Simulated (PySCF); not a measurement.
RuOF2: frequency calculation

System: RuOF2, multiplicity 3.
Method: UKS-based PBE0, Ru def2-TZVP with ECP28, O def2-TZVP, F def2-TZVP; non-relativistic Hamiltonian with a scalar-relativistic core potential; density fitting (PySCF 2.14.0).

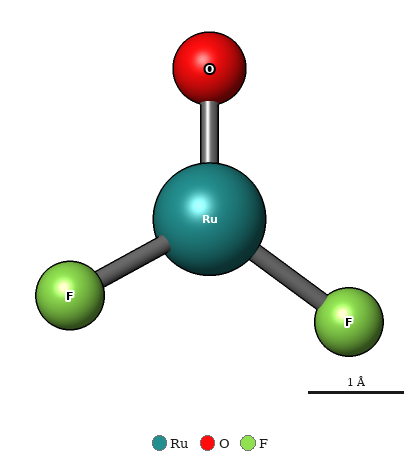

Fig. 1: The input geometry (ball-and-stick view, seen at a tilt). Sticks mark near contacts. Bond lengths as drawn: F–Ru 1.85 Å and O–Ru 1.64 Å.

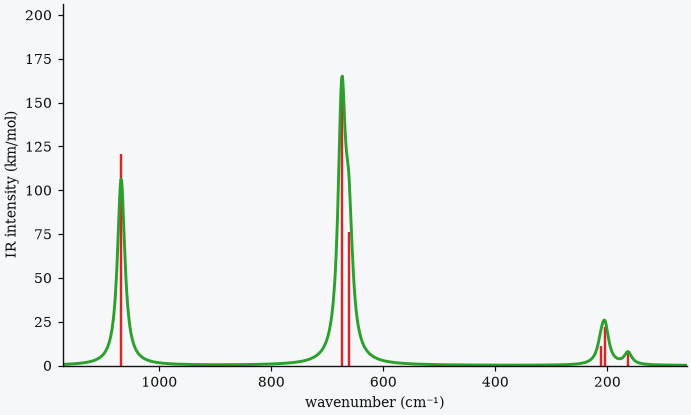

Fig. 2: Harmonic infrared spectrum, unscaled: sticks (degenerate modes added up, dark ones marked on the axis) with a Lorentzian envelope of 16 cm⁻¹ full width, scaled to the tallest stick. 6 modes from 163 to 1068 cm⁻¹, none imaginary. The strongest line is at 674 cm⁻¹ (165 km/mol). All modes, in cm⁻¹ (km/mol): 163 (7.9), 204 (22), 211 (11.0), 661 (76), 674 (165), 1068 (121).

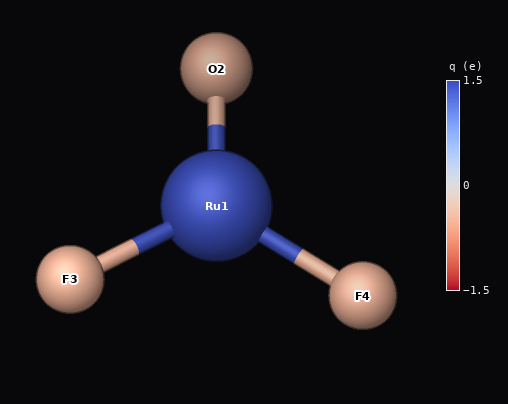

Fig. 3: Mulliken charges, as the colour of each atom (ball-and-stick view, seen at a tilt; atoms are numbered from 1 in the order of the input; Mulliken charges depend strongly on the basis). By element: Ru +1.45, O −0.48 and F −0.49 e.

These pictures come from the run below.

### The input
```python
from pyscf import gto, scf, dft
mol = gto.M(atom='''
Ru    -0.059192     0.000000    -0.036009
O     -1.458702     0.000000    -0.887379
F     -0.041908     0.000000     1.810590
F      1.588596     0.000000    -0.869686''',
    basis={'Ru': 'def2-TZVP', 'O': 'def2-TZVP', 'F': 'def2-TZVP'},
    ecp={'Ru': 'def2-TZVP'},
    charge=0, spin=2)
mf = dft.UKS(mol, xc='PBE0')
mf.grids.atom_grid = (75, 302)
aux = {'Ru': 'def2-universal-JKFIT', 'O': 'def2-universal-JKFIT', 'F': 'def2-universal-JKFIT'}
mf = mf.density_fit(auxbasis=aux)
mf.conv_tol = 1e-09
mf.diis_space = 10
mf.max_cycle = 60
mf.verbose = 4
mf.kernel()
```

The script is an equivalent of the set-up of the self-consistent field. The run itself was carried out by a driver, which started from the orbitals of the step before it where there was one and computed the further properties.

Launch command:
```bash
OMP_NUM_THREADS=4 python axn.py task.json out
```

### Log
```
init E= -369.652393783676
  alpha nocc = 22  HOMO = -0.304742485560802  LUMO = -0.103399635227616
  beta  nocc = 20  HOMO = -0.302707514834054  LUMO = -0.169815317674932
  HOMO = -0.302707514834  LUMO = -0.169815317675  gap/eV = 3.61618
cycle= 1 E= -369.652393783649  delta_E= 2.71e-11  |g|= 1.11e-05  |ddm|= 9e-06
  alpha nocc = 22  HOMO = -0.304739818502144  LUMO = -0.103397767973917
  beta  nocc = 20  HOMO = -0.30270580557448  LUMO = -0.169812598758742
  HOMO = -0.302705805574  LUMO = -0.169812598759  gap/eV = 3.61621
cycle= 2 E= -369.652393783484  delta_E= 1.65e-10  |g|= 2.52e-05  |ddm|= 1.75e-05
  alpha nocc = 22  HOMO = -0.304741522023947  LUMO = -0.103398974397096
  beta  nocc = 20  HOMO = -0.302706883341646  LUMO = -0.169814359414545
  HOMO = -0.302706883342  LUMO = -0.169814359415  gap/eV = 3.61619
cycle= 3 E= -369.652393783695  delta_E= -2.12e-10  |g|= 7.26e-07  |ddm|= 1.2e-05
  alpha nocc = 22  HOMO = -0.304741604811976  LUMO = -0.103399057004043
  beta  nocc = 20  HOMO = -0.302706950243081  LUMO = -0.16981440555897
  HOMO = -0.302706950243  LUMO = -0.169814405559  gap/eV = 3.61619
cycle= 4 E= -369.652393783697  delta_E= -1.48e-12  |g|= 6.67e-07  |ddm|= 1.99e-06
  alpha nocc = 22  HOMO = -0.304741566585878  LUMO = -0.103399064732448
  beta  nocc = 20  HOMO = -0.302706979366548  LUMO = -0.169814409113439
  HOMO = -0.302706979367  LUMO = -0.169814409113  gap/eV = 3.61619
Extra cycle  E= -369.6523937837  delta_E= -3.18e-12  |g|= 9.92e-07  |ddm|= 3.26e-06
converged SCF energy = -369.6523937837  <S^2> = 2.0060465  2S+1 = 3.0040283
```

### Results in brief

- outcome: converged
- total energy: −369.652394 hartree
- ⟨S²⟩: 2.006
- zero-point energy: 0.006793 hartree
- dipole moment: 0.67 D
- wavenumbers, lowest and highest: 163 and 1068 cm⁻¹
- hardware: 4 threads of Arm Neoverse V2, 112 GiB of memory available, shared host
- wall time: 62 s (CPU time 3.5 min)
- peak memory: 1.4 GiB
